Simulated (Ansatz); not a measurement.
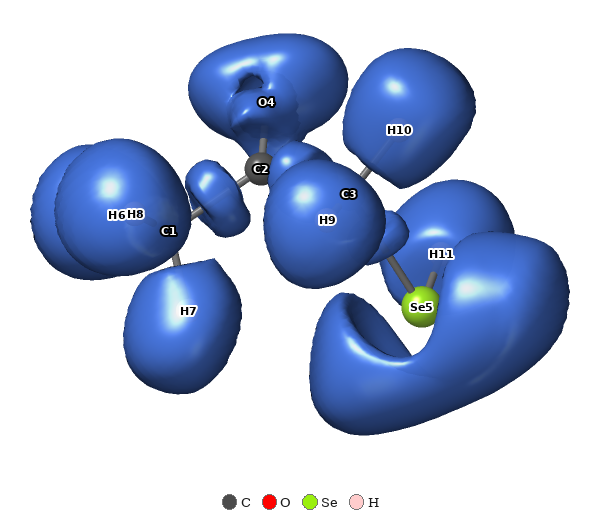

Figure 1: C3H6OSe. Isosurface of the ELF at 0.75 (blue), seen from one side. Only the valence region is drawn (cores and ρ < 0.01 e/Å³ removed).

Geometry: PBE-D3(BJ)/def2-SVP.

Computed with isolated molecule in a Gaussian basis; Kohn-Sham density functional theory, functional PBE0 in Ansatz.

The calculation's input:

```
basis:
  gaussian:
    orbitals: def2-SVPD
crystal:
  periodic: [false, false, false]
  atoms:
    - symbol: C
      position_ang: [1.018107, 2.315720, -0.145965]
    - symbol: C
      position_ang: [0.860507, 1.032473, -0.938306]
    - symbol: C
      position_ang: [-0.215600, 0.062596, -0.464666]
    - symbol: O
      position_ang: [1.541990, 0.767956, -1.916366]
    - symbol: Se
      position_ang: [-1.983045, 0.642807, -1.152785]
    - symbol: H
      position_ang: [1.688572, 3.009451, -0.684190]
    - symbol: H
      position_ang: [0.033268, 2.791702, 0.033578]
    - symbol: H
      position_ang: [1.456809, 2.083158, 0.848066]
    - symbol: H
      position_ang: [-0.337615, 0.062671, 0.636556]
    - symbol: H
      position_ang: [0.002224, -0.956980, -0.831021]
    - symbol: H
      position_ang: [-1.548276, 0.565639, -2.571769]
output: {forces: true, orbitals: {seedname: orbitals}}
hamiltonian:
  xc: pbe0
```

Launched as:

```sh
ansatz run input.yaml --threads 2 --pin off --max-ram 4350MiB --events-out events.jsonl --progress --plain --runs-dir runs
```

### Identify the bonds, lone pairs and shells in this picture.

At this value the surface marks out two regions between bonded C–C atoms (shared pairs), one region between bonded C–Se atoms (shared pairs), six regions around hydrogen nuclei, one region on O in which the atom's valence shell and bonds are merged and one region wrapped around Se (its valence shell). Along the contacts the grid gives the following. C–O (1.22 Å): the ELF peaks at about 0.85 between the atoms (a short, multiple covalent bond). C–C (1.52 Å): the ELF peaks at about 0.95 between the atoms; localised, covalent bonding.
